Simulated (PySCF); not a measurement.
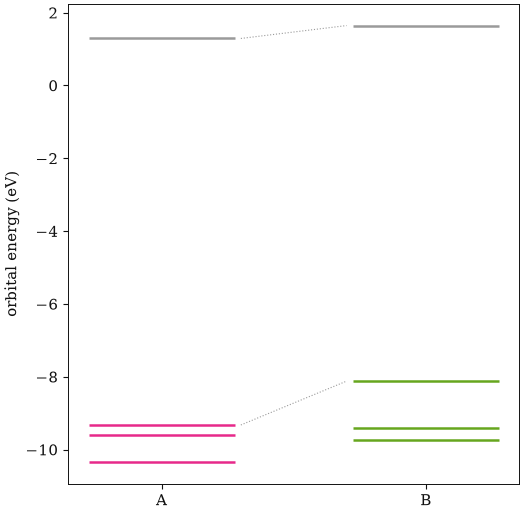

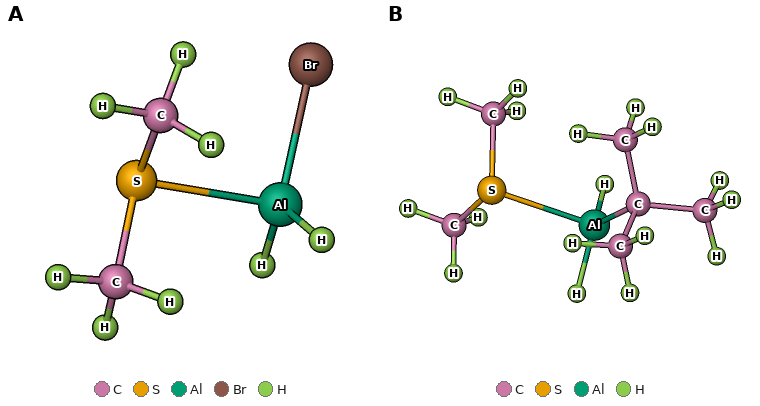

Related molecules: A is C₂H₈AlBrS, SMILES C[S+](C)[AlH2-][Br], singlet; B is C₆H₁₇AlS, SMILES C[S+](C)[AlH2-][C](C)(C)C, singlet. Frontier orbital energies, ωB97X-D/def2-SVPD in PySCF 2.14.0, at a PBE0-D3(BJ)/def2-SVP geometry (no frequency check); drawn are at most three filled levels and, in grey, the LUMO with any level within 0.03 eV of it; dotted lines join the HOMOs and the LUMOs.

What does the change do to the frontier levels?

From A to B the HOMO rises by 1.20 eV and the LUMO rises by 0.35 eV, so the separation goes from 10.61 to 9.76 eV.

Does the ΔSCF ionisation energy follow the HOMO?

A: −ε(HOMO) 9.33, ΔSCF 9.65 eV; B: −ε(HOMO) 8.12, ΔSCF 8.08 eV.

Caveats, for all or some of the runs: empty levels above zero depend strongly on the basis; one conformer of a flexible molecule; spin-orbit coupling is left out, and with Br it can shift these levels and split any degenerate set.
